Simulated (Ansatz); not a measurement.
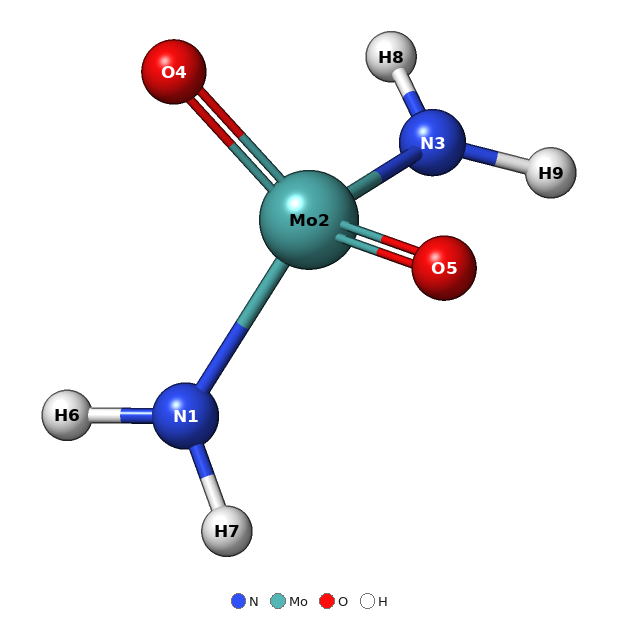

Charge 0, singlet. Harmonic vibrations computed with RKS PBE0-D4/def2-TZVP, core potentials on Mo (Ansatz 0.2.0) at a stationary point of the same level.

**Is this a minimum or a saddle point?**

A minimum: no imaginary frequency, and the lowest mode lies at 153 cm⁻¹.

**How many vibrational modes are there, and where do they lie?**

21 modes: 153, 224, 227, 263, 315, 329, 334, 379, 386, 646, 654, 713, 716, 1033, 1054, 1535, 1539, 3585, 3589, 3694, 3694 cm⁻¹.
